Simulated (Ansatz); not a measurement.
# BH4O (doublet): from Hartree-Fock to the top rungs at distance B1–H4 along a hydrogen transfer = 1.486 Å, cc-pVDZ

How much of the correlation energy of BH4O (doublet) does each wave-function method recover here?

Computed with Ansatz 0.2.0, Gaussian basis. Level: cc-pVDZ, core rule «outside noble gas», up to 2 orbitals frozen.

Plan: UHF; CCSD(T) on ROHF; CCSD(T) on UHF; BCCD(T) on ROHF; CISD; CCSDT(Q) on ROHF; CCSDT(Q) on UHF; CASSCF and MRCISD+Q, 3 electrons in 3 orbitals; CASSCF and NEVPT2, 3 electrons in 3 orbitals.

5 further runs of the same task are left out: 1 for a mislabelled method, 2 that didn't finish, 2 set aside as unsound or not needed.

**1. The system**

The geometry derives from fragments relaxed apart (PBE0/def2-TZVP) and kept rigid, so it is no stationary point. A hydrogen atom is moved between rigid fragments.

6 atoms, charge 0, spin multiplicity 2.

Atoms are counted from 1 here; the program's logs count them from 0.

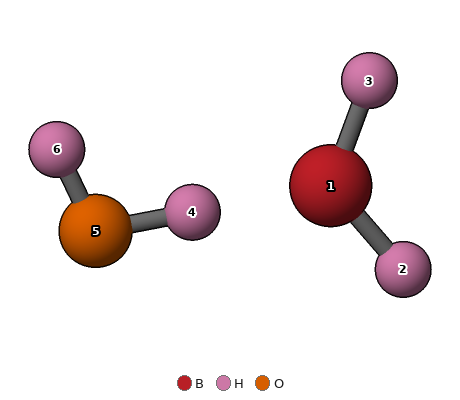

The structure; boron red, hydrogen pink, oxygen orange; atoms are numbered from 1 in the order of the file.

As a file:

```xyz
6
charge 0, multiplicity 2
B    -1.4102    0.0307    0.0000
H    -2.0069    1.0643    0.0000
H    -2.0069   -1.0029    0.0000
H     0.0758    0.0307    0.0000
O     1.1148    0.0307    0.0000
H     1.3667   -0.9092    0.0000
```

**2. UHF**

in.yaml

```yaml
crystal:
  periodic: [false, false, false]
  atoms:
    - {symbol: B, position_ang: [-1.410156, 0.030718, 0.000000]}
    - {symbol: H, position_ang: [-2.006889, 1.064290, 0.000000]}
    - {symbol: H, position_ang: [-2.006889, -1.002853, 0.000000]}
    - {symbol: H, position_ang: [0.075844, 0.030718, 0.000000]}
    - {symbol: O, position_ang: [1.114844, 0.030718, 0.000000]}
    - {symbol: H, position_ang: [1.366703, -0.909232, 0.000000]}
basis:
  gaussian: {orbitals: cc-pVDZ}
magnetization: {spin_polarized: true, initial_magnetization: 1}
hamiltonian: {xc: hf}
output: {orbitals: {seedname: orbitals}}
```

Launch:

```console
> ansatz run in.yaml --threads 1 --pin off --events-out ev --progress --plain --max-ram 2393MiB
```

After this run come: CCSD(T) on ROHF; CCSD(T) on UHF; BCCD(T) on ROHF; CISD; CCSDT(Q) on ROHF; CCSDT(Q) on UHF; CASSCF and MRCISD+Q, 3 electrons in 3 orbitals; CASSCF and NEVPT2, 3 electrons in 3 orbitals.

Before running them: what should the planned runs give, taken together? Wanted: UCCSDT(Q) below the RHF energy; RMP2 from UCCSDT(Q); UMP2 from UCCSDT(Q); RCCSD from UCCSDT(Q); RCCSD(T) from UCCSDT(Q); UCCSD(T) from UCCSDT(Q); RCCSDT(Q) from UCCSDT(Q); NEVPT2 pair from UCCSDT(Q); MRCISD+Q pair from UCCSDT(Q).

**Answer**, as computed:

| quantity | value |
| --- | --- |
| UCCSDT(Q) below the RHF energy | -8.7969 eV |
| RMP2 from UCCSDT(Q) | +966.0 meV |
| UMP2 from UCCSDT(Q) | +1001.6 meV |
| RCCSD from UCCSDT(Q) | +202.7 meV |
| RCCSD(T) from UCCSDT(Q) | +37.5 meV |
| UCCSD(T) from UCCSDT(Q) | +37.8 meV |
| RCCSDT(Q) from UCCSDT(Q) | +1.1 meV |
| NEVPT2 pair from UCCSDT(Q) | +1008.0 meV |
| MRCISD+Q pair from UCCSDT(Q) | +108.7 meV |
| levels within 1 kcal/mol (43 meV) | RCCSD(T), UCCSD(T), BCCD(T), RCCSDT, UCCSDT, RCCSDT(Q) |
| T1 diagnostic | 0.020 |

**Reading.** RCCSD(T) misses by +37.5 meV, 0.4 % of the correlation energy. Of the multireference levels listed MRCISD+Q pair comes nearest in total energy (+108.7 meV), which doesn't show that its space is the better one. These misses are within one basis, not against nature; the frozen cores of restricted and unrestricted runs differ, which can shift their rows.
